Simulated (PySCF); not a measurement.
C5H5BrN2, SMILES `Cc1cc(Br)cnn1`.

Method: BP86/cc-pVDZ; geometry: GFN2-xTB; program: PySCF. No frequency check shows the geometry to be a minimum. GFN2-xTB bond lengths at metals and heavier atoms can be off by up to 0.1 Å and shapes distorted, which carries into these values.

Cartesian coordinates (Å):

```
C1       3.1833    1.3897   -0.0007
C2       2.0679    0.4003    0.0004
C3       0.7272    0.8157    0.0013
C4      -0.2303   -0.1733    0.0001
Br5     -2.0903    0.2500   -0.0001
C6       0.2016   -1.5011   -0.0008
N7       1.4801   -1.8023    0.0003
N8       2.3918   -0.8817    0.0007
H9       3.1217    2.0255   -0.8839
H10      3.1223    2.0268    0.8785
H11      4.1326    0.8631   -0.0009
H12      0.4698    1.8639    0.0032
H13     -0.4891   -2.3308   -0.0021
```

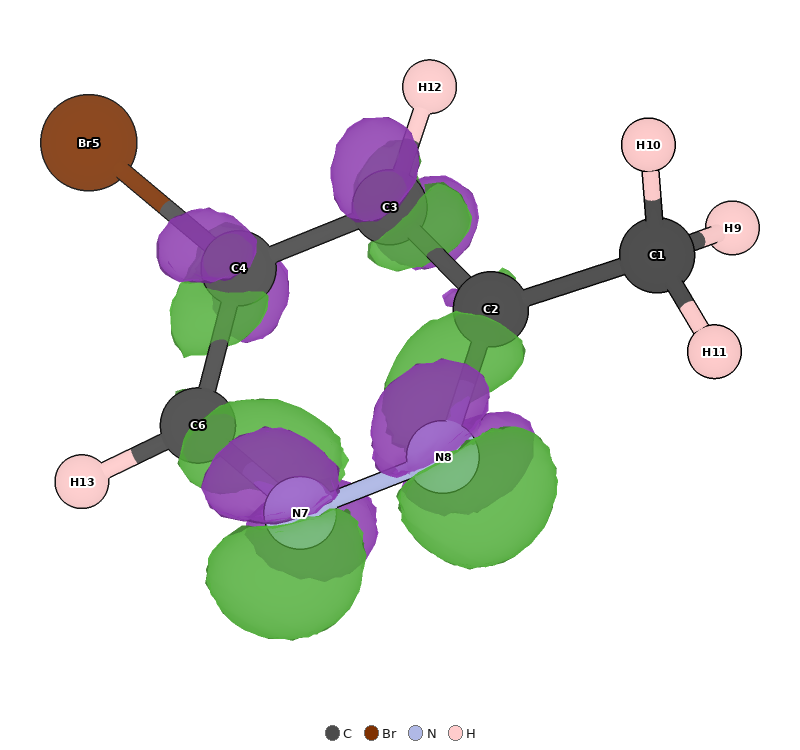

Dual descriptor f⁺ − f⁻ at ±0.05 e/Å³ (purple positive, green negative).

Question: Which atoms come out as electrophilic, and which as nucleophilic?

Answer: Electrophilic (positive): C3 (+0.08). Nucleophilic (negative): N8 (−0.07). f⁻ (Hirshfeld-condensed) is largest on Br5 (0.20), N7 (0.18) and N8 (0.18); the vertical ionisation energy is 8.42 eV (the stability of the cation's solution wasn't checked). f⁺ (Hirshfeld-condensed) is largest on Br5 (0.17), N7 (0.14) and C3 (0.13); the vertical electron affinity is −0.42 eV (the stability of the anion's solution wasn't checked; negative, but this basis has no diffuse functions, so it doesn't show that the anion is unbound).
